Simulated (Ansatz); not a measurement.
# Frequency calculation of GeH₄ClF

System: GeH₄ClF.
Method: RHF/def2-SVP (Ansatz 0.2.0).

It belongs to a series of runs on one base structure; here: vibrations at the highest image of the band. Figures and captions count atoms from 1; the log counts them from 0 in places.

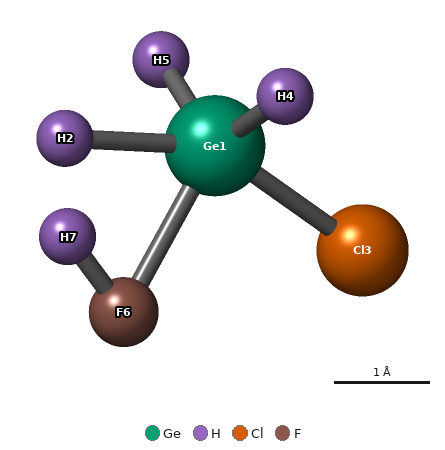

The structure as given in the input (ball-and-stick view, seen at a tilt; atoms are numbered from 1 in the order of the input). Sticks mark near contacts.

### The input
```yaml
crystal:
  periodic: [false, false, false]
  atoms:
    - { symbol: Ge, position_ang: [0.195514, 0.162163, -0.080025] }
    - { symbol: H, position_ang: [-0.693808, 0.447073, 1.488839] }
    - { symbol: Cl, position_ang: [1.996055, 0.242885, -1.318531] }
    - { symbol: H, position_ang: [-0.74083, 1.115693, -0.793901] }
    - { symbol: H, position_ang: [-0.065151, -1.326158, 0.031027] }
    - { symbol: F, position_ang: [1.281435, 0.963147, 1.412217] }
    - { symbol: H, position_ang: [0.256286, 0.802096, 1.770372] }
basis:
  gaussian: { orbitals: def2-SVP }
hamiltonian:
  xc: hf
phonons: {}
```

Hardware: 1 thread of Arm Neoverse V1, 24 GiB of memory available, shared host.

Launch command:
```bash
ansatz run input.yaml --threads 1 --pin off --max-ram 2048MiB --backend cpu --events-out ev --progress --plain --runs-dir out
```

### What the program printed
```
Engine: ansatz 0.2.0, aarch64-unknown-linux-gnu
Functional definition: HF
  exchange = exact_x
  correlation = 0
870 factors; integrals over basis functions are off by at most 3.2e-4 eV
mean field evaluation 1: about -71729.7652 eV, gradient 2.7e1 eV
mean field evaluation 2: about -71729.7929 eV, gradient 2.7e1 eV
mean field evaluation 4: about -71731.5093 eV, gradient 2.1e0 eV
mean field evaluation 8: about -71731.5275 eV, gradient 1.2e-4 eV
mean field -71731.52750722 eV, -2636.0850145146 hartree, gradient 2.6e-5 eV, S^2 0.000000; 0 other end points of the search recorded, 0 dependent functions left out
the calculation of the forces begins
reference -71731.52750722 eV, -2636.0850145146 hartree; 31, 31 occupied and 53, 53 virtual orbitals, 870 factors
these checks for a lower state are left out or cut short: stability, starts, cluster_reference, orbital_swaps, neighbouring_geometries, increment
870 factors; integrals over basis functions are off by at most 3.2e-4 eV
mean field evaluation 16: about -71731.5274 eV, gradient 1.1e-6 eV
mean field -71731.52742503 eV, -2636.0850114943 hartree, gradient 5.6e-6 eV, S^2 0.000000; 0 other end points of the search recorded, 0 dependent functions left out
[... from here on the field's lines of each further geometry are left out, up to the last ...]
the calculation of the forces begins
reference -71731.52747852 eV, -2636.0850134598 hartree; 31, 31 occupied and 53, 53 virtual orbitals, 870 factors
these checks for a lower state are left out or cut short: stability, starts, cluster_reference, orbital_swaps, neighbouring_geometries, increment
870 factors; integrals over basis functions are off by at most 3.2e-4 eV
mean field -71731.52746964 eV, -2636.0850131336 hartree, gradient 1.9e-6 eV, S^2 0.000000; 0 other end points of the search recorded, 0 dependent functions left out
the calculation of the forces begins
reference -71731.52746964 eV, -2636.0850131336 hartree; 31, 31 occupied and 53, 53 virtual orbitals, 870 factors
WARN: phonons: modes at or below zero, which the zero-point energy, F, S and C_V leave out: 1, the lowest at -1609.72 cm⁻¹. A minimum has none, and a first-order saddle one
Total energy: -71731.52750722 eV, -2636.0850145146 hartree
Atom 0 at     0.195514     0.162163    -0.080025 Å, force    -0.005568    -0.002483    -0.003653 eV/Å
Atom 1 at    -0.693808     0.447073     1.488839 Å, force     0.000104    -0.001237     0.000142 eV/Å
Atom 2 at     1.996055     0.242885    -1.318531 Å, force    -0.000065    -0.000172    -0.000218 eV/Å
Atom 3 at    -0.740830     1.115693    -0.793901 Å, force     0.000759     0.000069    -0.000462 eV/Å
Atom 4 at    -0.065151    -1.326158     0.031027 Å, force     0.000474    -0.000245    -0.000800 eV/Å
Atom 5 at     1.281435     0.963147     1.412217 Å, force     0.011099     0.003455     0.003219 eV/Å
Atom 6 at     0.256286     0.802096     1.770372 Å, force    -0.006804     0.000612     0.001771 eV/Å
Dipole moment:    -0.542218    -0.108582     0.122212 e Å
Vibrations: -1609.72 138.72 229.08 390.47 503.11 581.61 820.90 929.88 931.36 1132.80 1313.07 1815.52 1989.88 2326.72 2346.22 cm⁻¹, zero-point energy 0.957736 eV
```

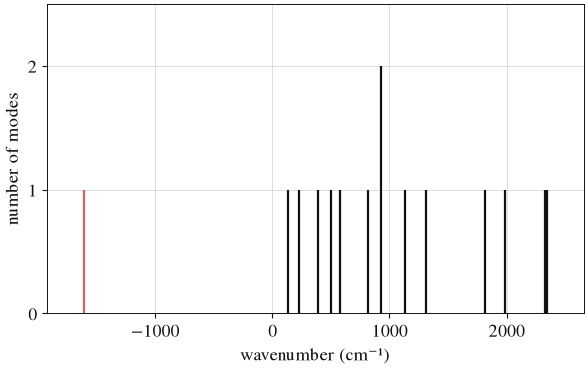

Harmonic vibrational wavenumbers from the force constants; neighbouring modes closer than 18 cm⁻¹ are counted in one stick, and imaginary ones are drawn at negative wavenumbers. 15 modes from 1610i to 2346 cm⁻¹, 1 imaginary beyond 8i (1610i cm⁻¹): a first-order saddle point, if the geometry is stationary.

### Summary

- outcome: converged
- total energy: −71731.5275 eV
- mean-field energy: −71731.5275 eV
- largest force (length of the vector): 0.012 eV/Å
- wall time: 53 s
- peak memory: 0.16 GiB
